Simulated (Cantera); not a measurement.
Charge: 1 mol Fe(CO)5, 2.1 mol H2, 73 mol N2, 1.5 mol CO, equilibrated at 1700 Pa.

Equilibrium computed with Cantera from the NASA thermochemical tables; the gas is ideal and each condensed phase is pure. Candidate condensed phases: C, C6H6, C7H8, C8H18, Fe, Fe(CO)5, FeO, Fe(OH)2, Fe(OH)3, Fe2O3, Fe3O4, H2O; 140 gas species. Condensed phases not in the tables: cementite and carbon dissolved in iron. The numbers say what is thermodynamically allowed, not how fast it happens.

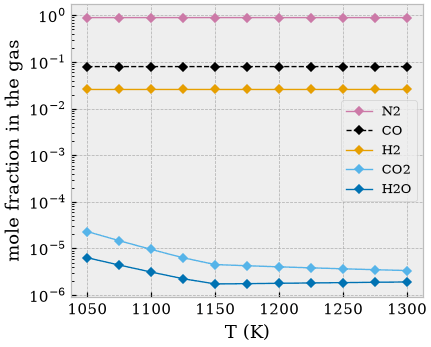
Fig. 1. Equilibrium gas composition (values under 1e-9 drawn at 1e-9)

Problem. Read off the mole fractions at 1300 K.

Solution. N2 about 0.89, CO about 0.080, H2 about 0.026, CO2 about 3.4e-6, H2O about 1.9e-6.
